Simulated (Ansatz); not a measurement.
The relaxed structure here is a generated cell of LaMgCu: the first start was made by placing the elements on the sites of a structure type, and the end was not matched to a known phase here, so it may be hypothetical.

A relaxed structure of LaMgCu. Space group P2₁3 (No. 198). Calculation: r2SCAN (plane waves to 500 eV, PAW, scalar-relativistic; Ansatz, a quantum-chemistry and plane-wave program).

```cif
data_Cu4La4Mg4
_chemical_formula_sum 'La4 Mg4 Cu4'
_space_group_name_H-M_alt 'P 1'
_space_group_IT_number 1
_cell_length_a 6.77034
_cell_length_b 6.77034
_cell_length_c 6.77034
_cell_angle_alpha 90.000
_cell_angle_beta 90.000
_cell_angle_gamma 90.000
loop_
_space_group_symop_operation_xyz
  'x, y, z'
loop_
_atom_site_label
_atom_site_type_symbol
_atom_site_fract_x
_atom_site_fract_y
_atom_site_fract_z
_atom_site_occupancy
La1 La 0.17149 0.17149 0.17149 1
La2 La 0.67149 0.32851 0.82851 1
La3 La 0.82851 0.67149 0.32851 1
La4 La 0.32851 0.82851 0.67149 1
Mg1 Mg 0.83909 0.83909 0.83909 1
Mg2 Mg 0.33909 0.66091 0.16091 1
Mg3 Mg 0.16091 0.33909 0.66091 1
Mg4 Mg 0.66091 0.16091 0.33909 1
Cu1 Cu 0.45487 0.45487 0.45487 1
Cu2 Cu 0.95487 0.04513 0.54513 1
Cu3 Cu 0.54513 0.95487 0.04513 1
Cu4 Cu 0.04513 0.54513 0.95487 1
```

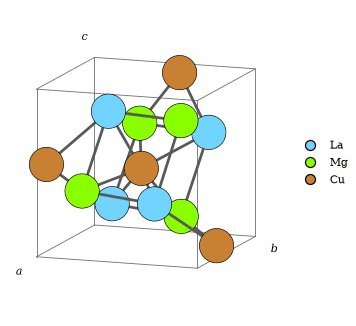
Fig. 1. The conventional cell of the relaxed structure

- Volume per atom: 25.86 Å³
- Band gap: no gap (metallic)
- Shortest distances: Cu–Mg 2.55 Å; Cu–La 3.05 Å; La–Mg 3.50 Å
- k-mesh: 6×6×6

Band energies at high-symmetry points (eV from the Fermi level; labels of this space group; no spin-orbit coupling), from −5 eV up to 1.7 eV:

```csv
point,energies
Γ,-3.96 -3.96 -3.96 -3.36 -3.36 -3.36 -3.23 -3.23 -3.23 -3.20 -3.20 -3.20 -3.19 -3.19 -3.15 -3.15 -3.14 -3.14 -3.14 -3.09 -3.04 -3.04 -3.04 -1.99 -1.99 -1.99 -0.34 -0.34 -0.34 -0.29 0.15 0.15 0.15 0.17 0.17 1.31 1.31 1.31
X,-3.79 -3.79 -3.46 -3.46 -3.32 -3.32 -3.31 -3.31 -3.25 -3.25 -3.19 -3.19 -3.18 -3.18 -3.13 -3.13 -3.11 -3.11 -3.06 -3.06 -3.00 -3.00 -1.98 -1.98 -0.93 -0.93 -0.63 -0.63 -0.10 -0.10 -0.08 -0.08 0.50 0.50 1.07 1.07 1.52 1.52
M,-4.64 -4.64 -4.24 -4.24 -3.38 -3.38 -3.36 -3.36 -3.31 -3.31 -3.26 -3.26 -3.23 -3.23 -3.17 -3.17 -3.13 -3.13 -3.11 -3.11 -3.08 -3.08 -3.07 -3.07 -1.83 -1.83 -1.18 -1.18 -0.89 -0.89 -0.22 -0.22 0.03 0.03 1.10 1.10 1.16 1.16 1.41 1.41
R,-4.28 -4.28 -4.28 -4.28 -3.30 -3.30 -3.30 -3.30 -3.26 -3.26 -3.26 -3.26 -3.22 -3.22 -3.22 -3.22 -3.18 -3.18 -3.18 -3.18 -3.07 -3.07 -3.07 -3.07 -2.12 -2.12 -2.12 -2.12 0.19 0.19 0.19 0.19 0.28 0.28 0.28 0.28 1.34 1.34 1.34 1.34
X1,-3.79 -3.79 -3.46 -3.46 -3.32 -3.32 -3.31 -3.31 -3.25 -3.25 -3.19 -3.19 -3.18 -3.18 -3.13 -3.13 -3.11 -3.11 -3.06 -3.06 -3.00 -3.00 -1.98 -1.98 -0.93 -0.93 -0.63 -0.63 -0.10 -0.10 -0.08 -0.08 0.50 0.50 1.07 1.07 1.52 1.52
```

No spin polarisation in the result.

The run could not lose the symmetry of its start, so the end can be a saddle point.
